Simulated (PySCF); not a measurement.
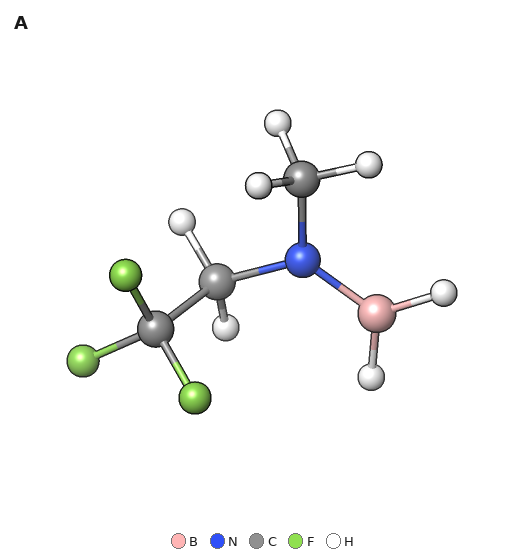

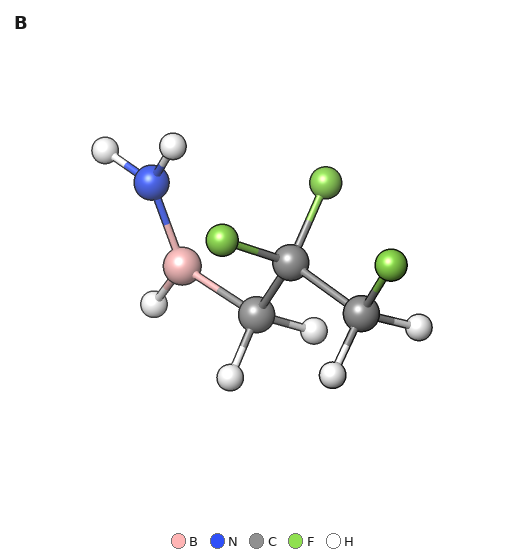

2 stationary structures of one formula. Geometries: GFN2-xTB. Electronic energies: PBE0/def2-SVPD (PySCF 2.14.0), without zero-point energy. No frequency run is at hand to confirm each as a minimum. Each is one conformer, not always the lowest.

Rank them by energy, lowest first.

Answer. B is lowest; A lies 0.588 eV above it. A is `BN(C)CC(F)(F)F`, B is `NBCC(F)(F)CF`.

The geometry is semi-empirical. Around B such bond lengths and angles can be off by a tenth of an ångström or more and by several degrees, and values that hang on the shape move with them.
